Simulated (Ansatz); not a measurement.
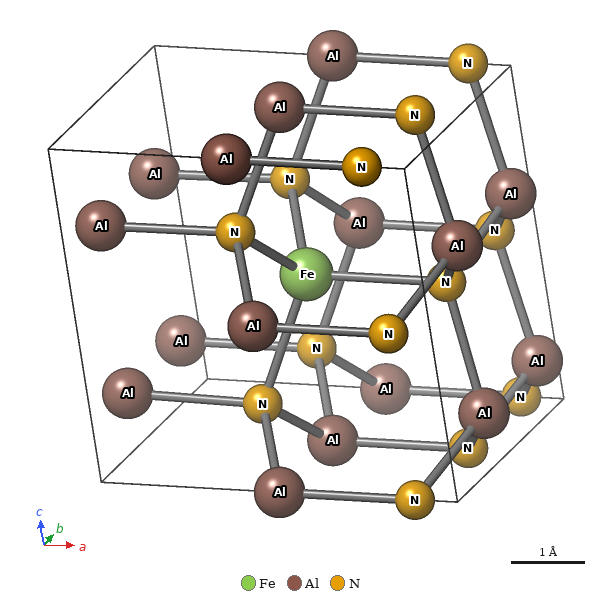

Ball-and-stick representation of a periodic structure, projected slightly off an axis. Thin lines show the supercell, with boundary atoms drawn in all their periodic places. The host is AlN, in a cell of 16 sites, and the cell is neutral.

Name the defect and give its surroundings.

Iron on an aluminium site (a substitutional impurity). It is bonded to four N in a tetrahedral arrangement at about 2.0 Å.

Run with Ansatz, DFT PBE, scalar-relativistic, plane waves, PAW and these settings: a cutoff energy of 420 eV, a 2×2×2 k-point mesh, Gaussian smearing of 0.01 eV, collinear spins.

Does the calculation give a net moment?

Yes, 5.0 μB in the cell.

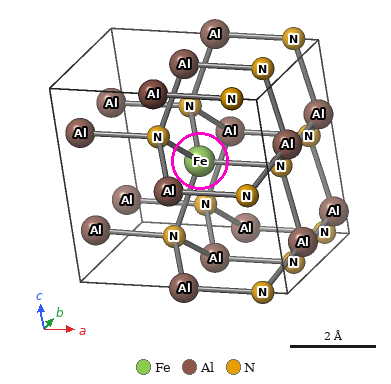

The same cell with a ring at the defect's site.

The atoms were relaxed in the host's cell with DFT PBE, scalar-relativistic, plane waves, PAW (Ansatz 0.2.0).
